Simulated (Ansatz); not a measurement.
## Effect of x(Pt) = 0.75, 4 atoms, P4/mmm on Au

Start from Au in the fcc (Cu type) structure (space group Fm-3m, No. 225; a = 4.124 Å).

The other end (x = 1) is Pt in the fcc (Cu type) structure (space group Fm-3m, No. 225): 15.29 Å³/atom, gap zero.

It is then changed as follows: a fraction x = 0.75 of the Au sites is given to Pt, ordered in a cell of 4 atoms (starting symmetry P4/mmm) and fully relaxed.

All numbers come from r2SCAN/PAW in Ansatz (an electronic-structure program), no spin-orbit coupling. Settings: 16×16×6 k-points, 0.05 eV Fermi–Dirac smearing, for the changed cell.

* **Density**: 20.53 g/cm³ (base 18.65 g/cm³)
* **Shortest interatomic distance**: 2.773 Å (base 2.916 Å)
* **Band gap**: zero (base zero)
* **Mixing energy**: +0.04 eV/atom (to 0.01 eV only: unlike meshes or grids)
* **Deviation of the volume from the linear (Vegard-type) interpolation**: -0.2 %

Final structure:

```yaml
crystal:
  lattice:
    - [2.80773, 0.00000, 0.00000]
    - [0.00000, 2.80773, 0.00000]
    - [0.00000, 0.00000, 8.02715]
  atoms:
    - { symbol: Pt, position: [0.00000, 0.00000, 0.00000] }
    - { symbol: Pt, position: [0.50000, 0.50000, 0.75886] }
    - { symbol: Au, position: [0.00000, 0.00000, 0.50000] }
    - { symbol: Pt, position: [0.50000, 0.50000, 0.24114] }
```

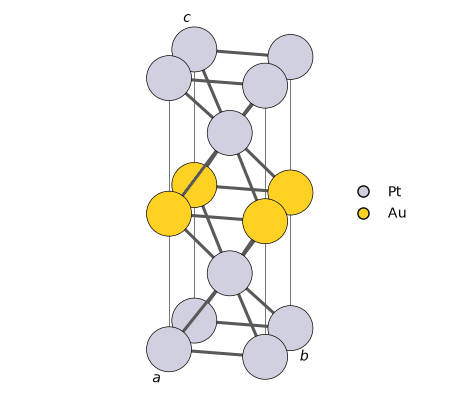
*The relaxed conventional cell after the change*

These are small ordered cells, not random alloys; other orderings at the same x differ. Whether these cells are dynamically stable was not tested. All final runs are without spin polarisation. An odd electron count without spin: Pt3Au. Pt3Au has a high density of states at the Fermi level and may be magnetic at this level.
